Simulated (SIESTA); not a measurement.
Band structure of Ir₃Os (Pm-3m, 4 atoms in the cell).

```yaml
crystal:
  lattice:
    - [3.84807, 0.00000, 0.00000]
    - [0.00000, 3.84807, 0.00000]
    - [0.00000, 0.00000, 3.84807]
  atoms:
    - { symbol: Os, position: [0.00000, 0.00000, 0.00000] }
    - { symbol: Ir, position: [0.00000, 0.50000, 0.50000] }
    - { symbol: Ir, position: [0.50000, 0.00000, 0.50000] }
    - { symbol: Ir, position: [0.50000, 0.50000, 0.00000] }
```

Computed with GGA PBEsol, numerical atomic orbitals DZP, PseudoDojo PBEsol standard norm-conserving potentials (rewritten from UPF to PSML) run with SIESTA 5.4.2.

Settings: XC.functional = GGA; XC.authors = PBEsol; potentials = PseudoDojo PBEsol standard; PAO.BasisSize = DZP; PAO.EnergyShift = 0.01 Ry; MeshCutoff = 350 Ry; kgrid.MonkhorstPack = 11 11 11; OccupationFunction = FD; ElectronicTemperature = 100 meV; MaxSCFIterations = 150; SCF.Mixer.Method = Pulay; SCF.Mixer.Weight = 0.1; SCF.Mixer.History = 6; SCF.DM.Tolerance = 1.0E-05.

The starting cell comes from a database of computed structures (which also holds hypothetical and non-ambient phases and stackings), without a prior relaxation at this level. Spin-orbit coupling is off. Spin polarisation is off. Values carry the incompleteness of an atom-centred basis.

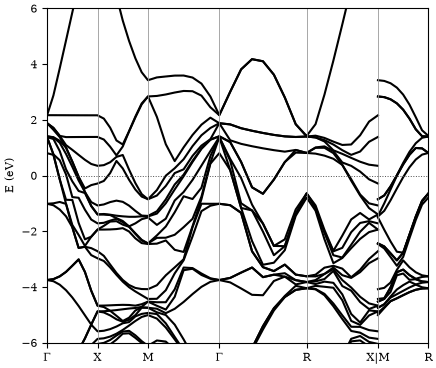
*Bands along the path, energies from the Fermi level.*

Levels in eV from the Fermi level, bands 31 to 36:
| point | 31 | 32 | 33 | 34 | 35 | 36 |
|---|---|---|---|---|---|---|
| Γ | 1.38 | 1.38 | 1.41 | 1.41 | 1.88 | 1.88 |
| X | -1.72 | -1.40 | -1.40 | -1.08 | -0.29 | 0.35 |
| M | -2.44 | -1.51 | -1.47 | -1.45 | -0.85 | -0.85 |
| R | -0.64 | -0.64 | 0.81 | 0.81 | 0.81 | 1.40 |

Bands cross the Fermi level along this path, so the cell is metallic at this level.

Higher empty bands are left out: an atom-centred basis made for the valence describes them poorly.
